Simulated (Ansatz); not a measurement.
Reaction (SMILES): C (CH4) → C atom + 4 H atom
B3LYP-D3(BJ)/def2-TZVP geometries, fixed; electronic energies without zero-point terms.
Largest species:
```xyz
5

C      0.0000     0.0000     0.0000
H      0.6205     0.6269     0.6390
H     -0.6429    -0.6249     0.6185
H      0.6369    -0.6328    -0.6166
H     -0.6146     0.6308    -0.6409
```
Charge 0, spin multiplicity 1.

Basis-set convergence of the atomisation energy at MP2 with Ansatz (an electronic-structure program). Cartesian d functions, on some or all atoms, in 6-31G*; all else is spherical. Cores are frozen. Open shells are unrestricted. No added dispersion term, no relativity. Functions are those of the species that has most. Reference: Hartree-Fock in cc-pVQZ plus the correlation part extrapolated as X^-3 from cc-pVTZ and cc-pVQZ, 417.89 kcal/mol, itself unsure by roughly 1.13 kcal/mol (a third of the extrapolation step and of the last Hartree-Fock step). Deviations are taken from unrounded values.

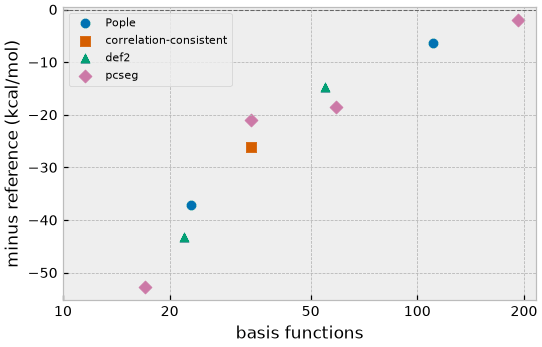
Deviation from the reference against the number of basis functions, by family of sets.

```json
[
 {"basis": "pcseg-0", "functions": "17", "atomisation energy (kcal/mol)": "365.19", "minus reference (kcal/mol)": "-52.71"},
 {"basis": "def2-SV(P)", "functions": "22", "atomisation energy (kcal/mol)": "374.66", "minus reference (kcal/mol)": "-43.23"},
 {"basis": "6-31G*", "functions": "23", "atomisation energy (kcal/mol)": "380.68", "minus reference (kcal/mol)": "-37.22"},
 {"basis": "cc-pVDZ", "functions": "34", "atomisation energy (kcal/mol)": "391.86", "minus reference (kcal/mol)": "-26.03"},
 {"basis": "pcseg-1", "functions": "34", "atomisation energy (kcal/mol)": "396.97", "minus reference (kcal/mol)": "-20.92"},
 {"basis": "def2-TZVP", "functions": "55", "atomisation energy (kcal/mol)": "403.17", "minus reference (kcal/mol)": "-14.72"},
 {"basis": "aug-pcseg-1", "functions": "59", "atomisation energy (kcal/mol)": "399.45", "minus reference (kcal/mol)": "-18.44"},
 {"basis": "6-311++G(3df,3pd)", "functions": "111", "atomisation energy (kcal/mol)": "411.53", "minus reference (kcal/mol)": "-6.36"},
 {"basis": "pcseg-3", "functions": "192", "atomisation energy (kcal/mol)": "415.83", "minus reference (kcal/mol)": "-2.06"}
]
```
